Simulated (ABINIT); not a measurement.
# CdS (Greenockite): G0W0 with ABINIT, start to end, part 2 of 3

How does a plane-wave GW calculation on CdS (Greenockite) run from the first input to the gap?

ABINIT 10.8.3; PBE and many-body steps on it, plane waves. Known limits of the many-body steps: not at the basis limit; no spin-orbit coupling; coarse k mesh.

So far. Step 2 (Ground state): The gap is direct, at Γ.

The database entry behind the starting cell differs from later determinations by our own check (about 0.35 % long), so it need not match the best structure at ambient conditions.

## Step 3: Bands along the symmetry lines

Level of this step: DFT, PBE, plane waves, norm-conserving pseudopotentials (ABINIT).

The cheap functional maps the bands first; the places of the edges decide which points the dearer methods must see.

File run.abi:

```
acell 3*1.0 Angstrom
rprim 
  4.149999999997 0.000000000001 0.000000000000
  -2.074999999999 3.594005425702 0.000000000000
  0.000000000000 0.000000000000 6.737000000000
ntypat 2
znucl 48 16
natom 4
typat 1 1 2 2
xred 
  0.333333333333 0.666666666667 0.000000000000
  0.666666666667 0.333333333333 0.500000000000
  0.333333333333 0.666666666667 0.375000000000
  0.666666666667 0.333333333333 0.875000000000
pp_dirpath "pseudos"
pseudos "Cd.upf, S.upf"
ecut 47
iscf -2
irdden 1
kptopt 0
nkpt 75
kpt 
  0.00000000 0.00000000 0.00000000
  0.06250000 0.00000000 0.00000000
  0.12500000 0.00000000 0.00000000
  0.18750000 0.00000000 0.00000000
  0.25000000 0.00000000 0.00000000
  0.31250000 0.00000000 0.00000000
  0.37500000 0.00000000 0.00000000
  0.43750000 0.00000000 0.00000000
  0.50000000 0.00000000 0.00000000
  0.47916667 0.04166667 0.00000000
  0.45833333 0.08333333 0.00000000
  0.43750000 0.12500000 0.00000000
  0.41666666 0.16666666 0.00000000
  0.39583333 0.20833333 0.00000000
  0.37500000 0.25000000 0.00000000
  0.35416666 0.29166666 0.00000000
  0.33333333 0.33333333 0.00000000
  0.29166666 0.29166666 0.00000000
  0.25000000 0.25000000 0.00000000
  0.20833333 0.20833333 0.00000000
  0.16666666 0.16666666 0.00000000
  0.12500000 0.12500000 0.00000000
  0.08333333 0.08333333 0.00000000
  0.04166667 0.04166667 0.00000000
  0.00000000 0.00000000 0.00000000
  0.00000000 0.00000000 0.06250000
  0.00000000 0.00000000 0.12500000
  0.00000000 0.00000000 0.18750000
  0.00000000 0.00000000 0.25000000
  0.00000000 0.00000000 0.31250000
  0.00000000 0.00000000 0.37500000
  0.00000000 0.00000000 0.43750000
  0.00000000 0.00000000 0.50000000
  0.06250000 0.00000000 0.50000000
  0.12500000 0.00000000 0.50000000
  0.18750000 0.00000000 0.50000000
  0.25000000 0.00000000 0.50000000
  0.31250000 0.00000000 0.50000000
  0.37500000 0.00000000 0.50000000
  0.43750000 0.00000000 0.50000000
  0.50000000 0.00000000 0.50000000
  0.47916667 0.04166667 0.50000000
  0.45833333 0.08333333 0.50000000
  0.43750000 0.12500000 0.50000000
  0.41666666 0.16666666 0.50000000
  0.39583333 0.20833333 0.50000000
  0.37500000 0.25000000 0.50000000
  0.35416666 0.29166666 0.50000000
  0.33333333 0.33333333 0.50000000
  0.29166666 0.29166666 0.50000000
  0.25000000 0.25000000 0.50000000
  0.20833333 0.20833333 0.50000000
  0.16666666 0.16666666 0.50000000
  0.12500000 0.12500000 0.50000000
  0.08333333 0.08333333 0.50000000
  0.04166667 0.04166667 0.50000000
  0.00000000 0.00000000 0.50000000
  0.50000000 0.00000000 0.50000000
  0.50000000 0.00000000 0.43750000
  0.50000000 0.00000000 0.37500000
  0.50000000 0.00000000 0.31250000
  0.50000000 0.00000000 0.25000000
  0.50000000 0.00000000 0.18750000
  0.50000000 0.00000000 0.12500000
  0.50000000 0.00000000 0.06250000
  0.50000000 -0.00000000 0.00000000
  0.33333333 0.33333333 0.50000000
  0.33333333 0.33333333 0.43750000
  0.33333333 0.33333333 0.37500000
  0.33333333 0.33333333 0.31250000
  0.33333333 0.33333333 0.25000000
  0.33333333 0.33333333 0.18750000
  0.33333333 0.33333333 0.12500000
  0.33333333 0.33333333 0.06250000
  0.33333333 0.33333333 0.00000000
istwfk *1
nband 33
nbdbuf 2
tolwfr 1e-08
nstep 40
prtwf 0
prtvol 0
indata_prefix "in"
outdata_prefix "out"
tmpdata_prefix "tmp"
```

Started as:

```console
> OMP_NUM_THREADS=1 mpirun -n 8 abinit run.abi > log
```

Numbers of over 12 decimals in the logs are rounded to 6 here.

Output:

```text
.Version 10.8.3 of ABINIT. v10.8.2 released Aug 2026.

 Symmetries : space group P6_3 m c (#186); Bravais hP (primitive hexag.)
[... echo of the input left out ...]
== DATASET  1 ==================================================================
-   mpi_nproc: 8, omp_nthreads: 1 (-1 if OMP is not activated)

--- !DatasetInfo
iteration_state: {dtset: 1, }
dimensions: {natom: 4, nkpt: 75, mband: 33, nsppol: 1, nspinor: 1, nspden: 1, mpw: 10472, }
cutoff_energies: {ecut:  47.0, pawecutdg:  -1.0, }
electrons: {nelect:   5.20000000E+01, charge:   0.00000000E+00, occopt:   1.00000000E+00, tsmear:   1.00000000E-02, }

 Real(R)+Recip(G) space primitive vectors, cartesian coordinates (Bohr,Bohr^-1):
 R(1)=  7.8423634  0.0000000  0.0000000  G(1)=  0.1275126  0.0736194  0.0000000
 R(2)= -3.9211817  6.7916859  0.0000000  G(2)=  0.0000000  0.1472388  0.0000000
 R(3)=  0.0000000  0.0000000 12.7310849  G(3)=  0.0000000  0.0000000  0.0785479
 Unit cell volume ucvol=  6.7809411E+02 bohr^3
 Angles (23,13,12)=  9.00000000E+01  9.00000000E+01  1.20000000E+02 degrees

 getcut: wavevector=  0.0000  0.0000  0.0000  ngfft=  50  50  80
         ecut(hartree)=     47.000   => boxcut(ratio)=   2.03615

--- Pseudopotential description ------------------------------------------------
- Cd Generated using ONCVPSP code by D. R. Hamann
- 48.00000  20.00000  171031                  znucl, zion, pspdat
12 -101130 2 -1 1368                          pspcod,pspxc,lmax,lloc,mmax
     nproj     2     2     2
  pspatm : epsatm=   23.16453630
         --- l  ekb(1:nproj) -->
             0   51.917189    3.534234
             1    8.636196    1.282240
             2    0.687672   -0.678465
 pspatm: atomic psp has been read  and splines computed

- S Generated using ONCVPSP code by D. R. Hamann
- 16.00000   6.00000  171031                  znucl, zion, pspdat
12 -101130 2 -1 1146                          pspcod,pspxc,lmax,lloc,mmax
     nproj     2     2     2
  pspatm : epsatm=    9.01821529
         --- l  ekb(1:nproj) -->
[...]
pspatm: atomic psp has been read  and splines computed

--------------------------------------------------------------------------------

================================================================================
 prteigrs : about to open file out_EIG
 Non-SCF case, kpt    1 (  0.00000  0.00000  0.00000), residuals and eigenvalues=
  4.20E-09  3.82E-09  2.66E-09  6.00E-09  2.96E-09  8.45E-09  4.62E-09  3.65E-09
  2.86E-09  4.98E-09  4.90E-09  3.07E-09  9.78E-09  2.68E-09  5.38E-09  3.09E-09
  5.07E-09  7.33E-09  6.83E-09  8.47E-09  6.12E-09  7.66E-09  6.25E-09  2.29E-09
[...]
7.10E-05
 -3.5687E+00 -3.5687E+00 -2.1379E+00 -2.1379E+00 -2.1379E+00 -2.1379E+00
 -2.1379E+00 -2.1379E+00 -2.9668E-01 -2.8101E-01 -1.2673E-01 -1.2592E-01
 -1.2592E-01 -1.2278E-01 -1.2278E-01 -1.1132E-01 -1.1132E-01 -1.0804E-01
[...]
1.08E-05
[...]
Non-SCF case, kpt   74 (  0.33333  0.33333  0.06250), residuals and eigenvalues=
[...]
Non-SCF case, kpt   75 (  0.33333  0.33333  0.00000), residuals and eigenvalues=
[...]
-9.0833E-02 -9.0833E-02  2.1629E-02  2.1629E-02  4.3470E-02  8.7976E-02
  8.7976E-02  9.6673E-02  3.2619E-01  3.4132E-01  3.4132E-01  4.1750E-01
[...]
--- !ResultsGS
iteration_state: {dtset: 1, }
comment   : Summary of ground state results
lattice_vectors:
- [  7.8423634,   0.0000000,   0.0000000, ]
- [ -3.9211817,   6.7916859,   0.0000000, ]
- [  0.0000000,   0.0000000,  12.7310849, ]
lattice_lengths: [   7.84236,    7.84236,   12.73108, ]
lattice_angles: [ 90.000,  90.000, 120.000, ] # degrees, (23, 13, 12)
lattice_volume:   6.7809411E+02
convergence: {deltae:  0.000E+00, res2:  0.000E+00, residm:  9.996E-09, diffor:  0.000E+00, }
etotal    :  -3.72836057E+02
entropy   :   0.00000000E+00
fermie    :   1.55019630E-01
cartesian_stress_tensor: null
pressure_GPa: null
xred      :
- [  3.3333E-01,   6.6667E-01,   0.0000E+00, Cd]
- [  6.6667E-01,   3.3333E-01,   5.0000E-01, Cd]
- [  3.3333E-01,   6.6667E-01,   3.7500E-01,  S]
- [  6.6667E-01,   3.3333E-01,   8.7500E-01,  S]
cartesian_forces: null
force_length_stats: {min: null, max: null, mean: null, }

 Integrated electronic density in atomic spheres:
 ------------------------------------------------
 Atom  Sphere_radius  Integrated_density
[...]
================================================================================

 ----iterations are completed or convergence reached----

 Mean square residual over all n,k,spin=   49.366E-10; max=  99.965E-10
 reduced coordinates (array xred) for    4 atoms
[...]
0.333333333333      0.666666666667      0.375000000000
       0.666666666667      0.333333333333      0.875000000000

 cartesian coordinates (angstrom) at end:
    1     -3.3e-13     2.396004     0.000000
    2      2.075000     1.198002     3.368500
    3     -3.3e-13     2.396004     2.526375
    4      2.075000     1.198002     5.894875
 length scales=  1.889726125908  1.889726125908  1.889726125908 bohr
              =  1.000000000000  1.000000000000  1.000000000000 angstroms
 prteigrs : about to open file out_EIG
 Eigenvalues (hartree) for nkpt=  75  k points:
 kpt#   1, nband= 33, wtk=  1.00000, kpt=  0.0000  0.0000  0.0000 (reduced coord)
[...]
kpt#   2, nband= 33, wtk=  1.00000, kpt=  0.0625  0.0000  0.0000 (reduced coord)
[...]
kpt#   3, nband= 33, wtk=  1.00000, kpt=  0.1250  0.0000  0.0000 (reduced coord)
[...]
kpt#  74, nband= 33, wtk=  1.00000, kpt=  0.3333  0.3333  0.0625 (reduced coord)
[...]
0.47709
 kpt#  75, nband= 33, wtk=  1.00000, kpt=  0.3333  0.3333  0.0000 (reduced coord)
[...]
-0.11065   -0.10856   -0.09083   -0.09083    0.02163    0.02163    0.04347    0.08798
   0.08798    0.09667    0.32619    0.34132    0.34132    0.41750    0.42744    0.42744
   0.47332

== END DATASET(S) ==============================================================
================================================================================

 -outvars: echo values of variables after computation  --------
            nband          33
             nkpt          75
          spgroup         186
 [... the other variables as echoed above ...]

 Calculation completed.
```

Run time: 1.7 min. Hardware: 8 MPI ranks of Arm Neoverse V1, shared host; peak memory 1 GiB; 13 min of CPU time.

Numbers from this step:

```yaml
gap: 1.196 eV
k_of_the_valence_top: 0, 0, 0
k_of_the_conduction_bottom: 0, 0, 0
least_direct_gap: 1.196 eV
```

The gap is 1.196 eV, as in the run before at this level.

Electronic bands along the path, in eV, zero at the top of the highest filled band:

| point | band 23 | band 24 | band 25 | band 26 | band 27 | band 28 | band 29 | band 30 |
| --- | --- | --- | --- | --- | --- | --- | --- | --- |
| Γ | -0.75 | -0.04 | 0.00 | 0.00 | 1.20 | 2.79 | 6.46 | 6.46 |
| M | -2.61 | -1.84 | -1.28 | -0.72 | 3.70 | 3.89 | 5.11 | 6.38 |
| K | -3.04 | -1.82 | -1.82 | -1.59 | 4.66 | 5.07 | 5.07 | 7.14 |
| Γ | -0.75 | -0.04 | 0.00 | 0.00 | 1.20 | 2.79 | 6.46 | 6.46 |
| A | -0.39 | -0.39 | -0.39 | -0.39 | 2.84 | 2.84 | 6.18 | 6.18 |
| L | -1.32 | -1.32 | -1.31 | -1.31 | 3.48 | 3.48 | 5.39 | 5.39 |
| H | -2.37 | -2.37 | -1.10 | -1.10 | 4.39 | 4.39 | 6.09 | 6.09 |
| A | -0.39 | -0.39 | -0.39 | -0.39 | 2.84 | 2.84 | 6.18 | 6.18 |
| jump to L | -1.32 | -1.32 | -1.31 | -1.31 | 3.48 | 3.48 | 5.39 | 5.39 |
| M | -2.61 | -1.84 | -1.28 | -0.72 | 3.70 | 3.89 | 5.11 | 6.38 |
| jump to H | -2.37 | -2.37 | -1.10 | -1.10 | 4.39 | 4.39 | 6.09 | 6.09 |
| K | -3.04 | -1.82 | -1.82 | -1.59 | 4.66 | 5.07 | 5.07 | 7.14 |

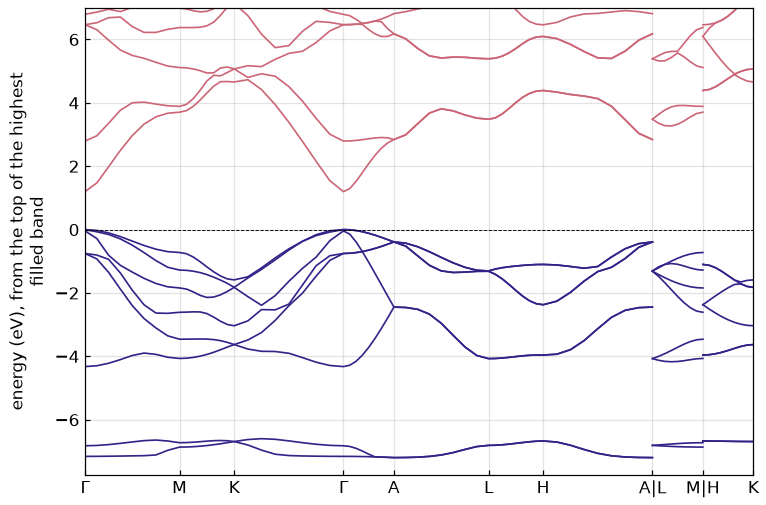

Electronic bands along the path; lines of filled and empty bands in two colours.

## Step 4: Empty states on the mesh, 3×3×2 mesh, 129 bands

The sums over transitions need many empty states on a uniform mesh; this step solves for them.

File run.abi:

```
acell 3*1.0 Angstrom
rprim 
  4.149999999997 0.000000000001 0.000000000000
  -2.074999999999 3.594005425702 0.000000000000
  0.000000000000 0.000000000000 6.737000000000
ntypat 2
znucl 48 16
natom 4
typat 1 1 2 2
xred 
  0.333333333333 0.666666666667 0.000000000000
  0.666666666667 0.333333333333 0.500000000000
  0.333333333333 0.666666666667 0.375000000000
  0.666666666667 0.333333333333 0.875000000000
pp_dirpath "pseudos"
pseudos "Cd.upf, S.upf"
ecut 47
ngkpt 3 3 2
nshiftk 1
shiftk 0 0 0
kptopt 1
chksymbreak 0
iscf -2
irdden 1
istwfk *1
nband 129
nbdbuf 10
tolwfr 1e-09
nstep 60
prtvol 0
indata_prefix "in"
outdata_prefix "out"
tmpdata_prefix "tmp"
```

Output:

```text
.Version 10.8.3 of ABINIT. v10.8.2 released Aug 2026.

 Symmetries : space group P6_3 m c (#186); Bravais hP (primitive hexag.)
[... echo of the input left out ...]
== DATASET  1 ==================================================================
-   mpi_nproc: 8, omp_nthreads: 1 (-1 if OMP is not activated)
-    --> not optimal distribution: autoparal keyword recommended in input file <--

--- !DatasetInfo
iteration_state: {dtset: 1, }
dimensions: {natom: 4, nkpt: 6, mband: 129, nsppol: 1, nspinor: 1, nspden: 1, mpw: 10458, }
cutoff_energies: {ecut:  47.0, pawecutdg:  -1.0, }
electrons: {nelect:   5.20000000E+01, charge:   0.00000000E+00, occopt:   1.00000000E+00, tsmear:   1.00000000E-02, }

 Real(R)+Recip(G) space primitive vectors, cartesian coordinates (Bohr,Bohr^-1):
 R(1)=  7.8423634  0.0000000  0.0000000  G(1)=  0.1275126  0.0736194  0.0000000
 R(2)= -3.9211817  6.7916859  0.0000000  G(2)=  0.0000000  0.1472388  0.0000000
 R(3)=  0.0000000  0.0000000 12.7310849  G(3)=  0.0000000  0.0000000  0.0785479
 Unit cell volume ucvol=  6.7809411E+02 bohr^3
 Angles (23,13,12)=  9.00000000E+01  9.00000000E+01  1.20000000E+02 degrees

 getcut: wavevector=  0.0000  0.0000  0.0000  ngfft=  50  50  80
         ecut(hartree)=     47.000   => boxcut(ratio)=   2.03615

--- Pseudopotential description ------------------------------------------------
- Cd Generated using ONCVPSP code by D. R. Hamann
- 48.00000  20.00000  171031                  znucl, zion, pspdat
12 -101130 2 -1 1368                          pspcod,pspxc,lmax,lloc,mmax
     nproj     2     2     2
  pspatm : epsatm=   23.16453630
         --- l  ekb(1:nproj) -->
             0   51.917189    3.534234
             1    8.636196    1.282240
             2    0.687672   -0.678465
 pspatm: atomic psp has been read  and splines computed

- S Generated using ONCVPSP code by D. R. Hamann
- 16.00000   6.00000  171031                  znucl, zion, pspdat
12 -101130 2 -1 1146                          pspcod,pspxc,lmax,lloc,mmax
     nproj     2     2     2
  pspatm : epsatm=    9.01821529
         --- l  ekb(1:nproj) -->
[...]
pspatm: atomic psp has been read  and splines computed

--------------------------------------------------------------------------------

================================================================================
 prteigrs : about to open file out_EIG
 Non-SCF case, kpt    1 (  0.00000  0.00000  0.00000), residuals and eigenvalues=
  4.90E-10  5.11E-10  3.08E-10  2.26E-10  3.00E-10  6.23E-10  3.82E-10  2.39E-10
  1.63E-10  4.24E-10  8.63E-10  1.34E-10  6.68E-10  6.51E-10  8.31E-10  9.80E-11
  1.95E-10  1.38E-10  5.43E-10  1.21E-10  2.35E-10  3.38E-10  5.38E-10  2.87E-10
[...]
2.85E-03
 -3.5687E+00 -3.5687E+00 -2.1379E+00 -2.1379E+00 -2.1379E+00 -2.1379E+00
 -2.1379E+00 -2.1379E+00 -2.9668E-01 -2.8101E-01 -1.2673E-01 -1.2592E-01
 -1.2592E-01 -1.2278E-01 -1.2278E-01 -1.1132E-01 -1.1132E-01 -1.0804E-01
[...]
1.8917E+00  1.9026E+00  1.9026E+00  1.9204E+00  1.9518E+00  1.9731E+00
  1.9731E+00  2.0050E+00  2.0073E+00  2.0073E+00  2.0254E+00  2.0471E+00
[...]
prteigrs : prtvol=0 or 1, do not print more k-points.

--- !ResultsGS
iteration_state: {dtset: 1, }
comment   : Summary of ground state results
lattice_vectors:
- [  7.8423634,   0.0000000,   0.0000000, ]
- [ -3.9211817,   6.7916859,   0.0000000, ]
- [  0.0000000,   0.0000000,  12.7310849, ]
lattice_lengths: [   7.84236,    7.84236,   12.73108, ]
lattice_angles: [ 90.000,  90.000, 120.000, ] # degrees, (23, 13, 12)
lattice_volume:   6.7809411E+02
convergence: {deltae:  0.000E+00, res2:  0.000E+00, residm:  9.966E-10, diffor:  0.000E+00, }
etotal    :  -3.72836057E+02
entropy   :   0.00000000E+00
fermie    :   1.55019630E-01
cartesian_stress_tensor: null
pressure_GPa: null
xred      :
- [  3.3333E-01,   6.6667E-01,   0.0000E+00, Cd]
- [  6.6667E-01,   3.3333E-01,   5.0000E-01, Cd]
- [  3.3333E-01,   6.6667E-01,   3.7500E-01,  S]
- [  6.6667E-01,   3.3333E-01,   8.7500E-01,  S]
cartesian_forces: null
force_length_stats: {min: null, max: null, mean: null, }

 Integrated electronic density in atomic spheres:
 ------------------------------------------------
 Atom  Sphere_radius  Integrated_density
[...]
================================================================================

 ----iterations are completed or convergence reached----

 Mean square residual over all n,k,spin=   46.326E-11; max=  99.659E-11
 reduced coordinates (array xred) for    4 atoms
[...]
0.333333333333      0.666666666667      0.375000000000
       0.666666666667      0.333333333333      0.875000000000

 cartesian coordinates (angstrom) at end:
    1     -3.3e-13     2.396004     0.000000
    2      2.075000     1.198002     3.368500
    3     -3.3e-13     2.396004     2.526375
    4      2.075000     1.198002     5.894875
 length scales=  1.889726125908  1.889726125908  1.889726125908 bohr
              =  1.000000000000  1.000000000000  1.000000000000 angstroms
 prteigrs : about to open file out_EIG
 Eigenvalues (hartree) for nkpt=   6  k points:
 kpt#   1, nband=129, wtk=  0.05556, kpt=  0.0000  0.0000  0.0000 (reduced coord)
[...]
1.88408    1.88408    1.89174    1.90265    1.90265    1.92042    1.95181    1.97311
   1.97311    2.00504    2.00727    2.00727    2.02538    2.04715    2.04721    2.08883
   2.09920
 prteigrs : prtvol=0 or 1, do not print more k-points.

== END DATASET(S) ==============================================================
================================================================================

 -outvars: echo values of variables after computation  --------
            nband         129
             nkpt           6
          spgroup         186
 [... the other variables as echoed above ...]

 Calculation completed.
```

Elapsed: 61 s, on 8 MPI ranks; peak memory 0.83 GiB.

Numbers from this step:

| Item | Value |
| --- | --- |
| gap | 1.196 eV |
| k of the valence top | 0, 0, 0 |
| k of the conduction bottom | 0, 0, 0 |
| least direct gap | 1.196 eV |
| k points computed | 6 |
| lowest point of the top converged band, above the valence top | 47.66 eV |

On this mesh the gap is 1.196 eV.

(Part 2 of 3 ends here.)

[Paths, hosts, dates, memory and timing lines, banners, echoed tables and standing remarks are left out of the program output.]

[Logs are printed without paths, hosts, clocks, repeated set-up lines and the standing remarks that a program may print on its own settings, such as how far it seeks lower states.]

[Runs of the session that timed out or met a known fault of the program may be left out.]

[Hosts, paths, dates, database ids (printed as entryN), source tags and the programs' standing remarks are cut or masked in the printed files.]

[G0W0 gaps are taken among the corrected bands and points alone; a level outside them can change the order at an edge.]

[Where Ansatz stands beside ABINIT at settings called matched, ABINIT's density can come from a denser mesh and the files from another edition; pairs whose starting gaps differed by over 0.03 eV were left out, so agreement reads better than it is.]
